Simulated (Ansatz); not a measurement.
**One shape, several levels: PH2 (SMILES [PH2])**

Wanted: a comparison of 6 runs (U-revPBE/3-21G, UCAM-B3LYP/3-21G, U-revPBE/6-31G*, U-wB97X/6-31G*, UCAM-B3LYP/6-31G*, UMP2/6-31G*) of PH2. 

The calculation is run with Ansatz 0.2.0.

39 further runs of the same task are left out: 39 set aside as unsound or not needed.

## (1) The system as given

The species is PH2 (3 atoms), meant as a doublet with charge 0. SMILES: `[PH2]`. The H3–P1 distance was set to 2.848 Å, away from the relaxed value. At this shape a bond of the SMILES string is far longer than usual.

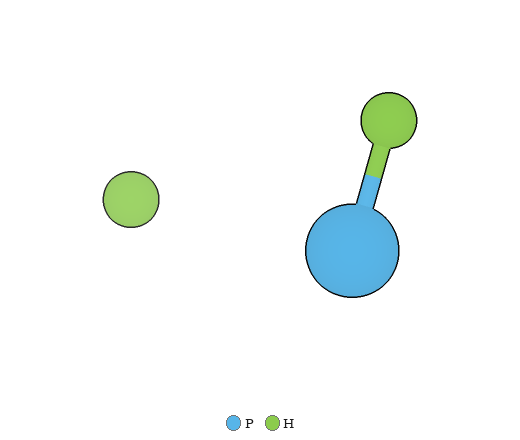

Viewed from a chosen angle; phosphorus blue, hydrogen green.

## (2) The energy at U-revPBE/3-21G (run 1)

Input file job.yaml:

```yaml
crystal:
  periodic: [false, false, false]
  atoms:
    - {symbol: P, position_ang: [1.691790, 0.123365, 0.951366]}
    - {symbol: H, position_ang: [1.280700, 1.484225, 0.869906]}
    - {symbol: H, position_ang: [-0.640370, -0.742120, -0.434970]}
basis:
  gaussian: {orbitals: 3-21G.json}
magnetization: {spin_polarized: true, initial_magnetization: 1}
hamiltonian: {xc: {name: revPBE}}
accuracy: high
```

The basis set 3-21G is read from a file made from the Basis Set Exchange's data (not shown).

Started as:

```bash
$ ansatz run job.yaml --threads 1 --pin off --max-ram 3480MiB --events-out events.jsonl --progress --plain --runs-dir runs
```

Standard output:

```text
Warning: RAYON_NUM_THREADS=1 ignored (pool sized by the plan → 1); use --threads N
Functional definition: revPBE
  name "revPBE"
  parameter kappa = 1.245
  parameter beta = 0.06672455060314922
  exchange = pbe_x(kappa = kappa, mu = beta*pi^2/3)
  correlation = pbe_c(beta = beta)
317 factors; integrals over basis functions are off by at most 3.3e-9 eV
mean field evaluation 1: about -9267.0792 eV, gradient 2.3e0 eV
mean field evaluation 2: about -9267.1595 eV, gradient 9.5e-1 eV
mean field evaluation 4: about -9267.2416 eV, gradient 8.4e-1 eV
mean field evaluation 8: about -9267.5365 eV, gradient 5.0e-1 eV
mean field evaluation 16: about -9267.5385 eV, gradient 1.3e-8 eV
mean field evaluation 32: about -9267.5385 eV, gradient 4.5e-7 eV
mean field -9267.53854149 eV, -340.5757596366 hartree, gradient 1.3e-8 eV, S^2 1.497379; 6 other end points of the search recorded, 0 dependent functions left out
reference -9267.53854389 eV, -340.5757597246 hartree; 9, 8 occupied and 8, 9 virtual orbitals, 317 factors
Total energy: -9267.53854389 eV, -340.5757597246 hartree
```

Wall time 2.5 s (1 thread of Arm Neoverse V1, shared host); peak memory 0.096 GiB.

## (3) A single-point energy at UCAM-B3LYP/3-21G (run 2)

Input file in.yaml:

```yaml
crystal:
  periodic: [false, false, false]
  atoms:
    - symbol: P
      position_ang: [1.691790, 0.123365, 0.951366]
    - symbol: H
      position_ang: [1.280700, 1.484225, 0.869906]
    - symbol: H
      position_ang: [-0.640370, -0.742120, -0.434970]
basis:
  gaussian: {orbitals: 3-21G.json}
hamiltonian: {xc: {name: CAM-B3LYP}}
magnetization: {spin_polarized: true, initial_magnetization: 1}
accuracy: high
```

The basis set 3-21G is read from a file made from the Basis Set Exchange's data (not shown).

Started as:

```bash
$ ansatz run in.yaml --threads 1 --pin off --max-ram 3480MiB --events-out events.jsonl --progress --plain --runs-dir runs
```

Standard output, shortened:

```text
Warning: RAYON_NUM_THREADS=1 ignored (pool sized by the plan → 1); use --threads N
Functional definition: CAM-B3LYP
  name "CAM-B3LYP"
[...]
317 factors; integrals over basis functions are off by at most 3.3e-9 eV
139 factors; integrals over basis functions are off by at most 1.3e-9 eV
[...]
mean field -9269.30608832 eV, -340.6407157845 hartree, gradient 2.1e-8 eV, S^2 1.585569; 6 other end points of the search recorded, 0 dependent functions left out
reference -9269.30610069 eV, -340.6407162390 hartree; 9, 8 occupied and 8, 9 virtual orbitals, 317 factors
Total energy: -9269.30610069 eV, -340.6407162390 hartree
```

It took 3.3 s on 1 thread of Arm Neoverse V1, shared host; peak memory 0.098 GiB.

Runs 3 to 5 aren't shown in full; the table further down has their settings and results.

## (4) A single-point energy at UMP2/6-31G(d) (spherical functions) (run 6)

Input file input.yaml:

```yaml
crystal:
  periodic: [false, false, false]
  atoms:
    - {symbol: P, position_ang: [1.691790, 0.123365, 0.951366]}
    - {symbol: H, position_ang: [1.280700, 1.484225, 0.869906]}
    - {symbol: H, position_ang: [-0.640370, -0.742120, -0.434970]}
basis:
  gaussian: {orbitals: 6-31G_st_-spherical.json}
magnetization: {spin_polarized: true, initial_magnetization: 1}
correlation: {method: mp2, frozen_orbitals: {H: 0, P: 5}}
accuracy: high
```

The basis set 6-31G* is read from a file made from the Basis Set Exchange's data (not shown).

Started as:

```bash
$ ansatz run input.yaml --threads 1 --pin off --max-ram 3480MiB --events-out events.jsonl --progress --plain --runs-dir runs
```

Standard output, shortened:

```text
Warning: RAYON_NUM_THREADS=1 ignored (pool sized by the plan → 1); use --threads N
Functional definition: HF
  name "HF"
[...]
377 factors; integrals over basis functions are off by at most 3.4e-9 eV
[...]
mean field -9299.87054788 eV, -341.7639389558 hartree, gradient 1.3e-8 eV, S^2 1.704078; 11 other end points of the search recorded, 0 dependent functions left out
5 core orbitals not correlated: weight in the atoms' cores, before any rotation towards them, 1.000 or more for the frozen orbitals, at most 0.000 for the correlated occupied ones
reference -9299.87054788 eV, -341.7639389558 hartree; 4, 3 occupied and 13, 14 virtual orbitals, 377 factors
second order -1.86474318 eV of doubles, -0.00000000 eV of singles
Total energy: -9301.73529105 eV, -341.8324670036 hartree
```

Run time: 0.44 s. Hardware: 1 thread of Arm Neoverse V1, shared host.

## (5) The series

| run | level | frozen core orbitals | energy (Eh) | ⟨S²⟩ | wall time |
| --- | --- | --- | --- | --- | --- |
| 1 | U-revPBE/3-21G | – | -340.575760 | 1.497 | 2.5 s |
| 2 | UCAM-B3LYP/3-21G | – | -340.640716 | 1.586 | 3.3 s |
| 3 | U-revPBE/6-31G* (spherical functions) | – | -342.302696 | 1.496 | 3 s |
| 4 | U-wB97X/6-31G* (spherical functions) | – | -342.349895 | 1.613 | 26 s |
| 5 | UCAM-B3LYP/6-31G* (spherical functions) | – | -342.366516 | 1.581 | 4.8 s |
| 6 | UMP2/6-31G* (spherical functions) | 5 | -341.832467 | 1.704 | 0.44 s |

## (6) What came out

| quantity | value |
| --- | --- |
| run 6: total energy | -341.83247 Eh |
| run 6: correlation energy (5 core orbitals frozen) | -68.5 mEh |
| run 6: ⟨S²⟩ of the reference determinant | 1.704 |

**Reading.** Totals of different functionals can't be ranked against each other. Spin contamination of the reference: run 6 ⟨S²⟩ = 1.70, run 4 ⟨S²⟩ = 1.61, run 2 ⟨S²⟩ = 1.59, run 5 ⟨S²⟩ = 1.58, run 1 ⟨S²⟩ = 1.50, run 3 ⟨S²⟩ = 1.50. Where it is this large, the reference is a mixture of spin states, and values that rest on it are in doubt. All runs together took 40 s, the longest 26 s.
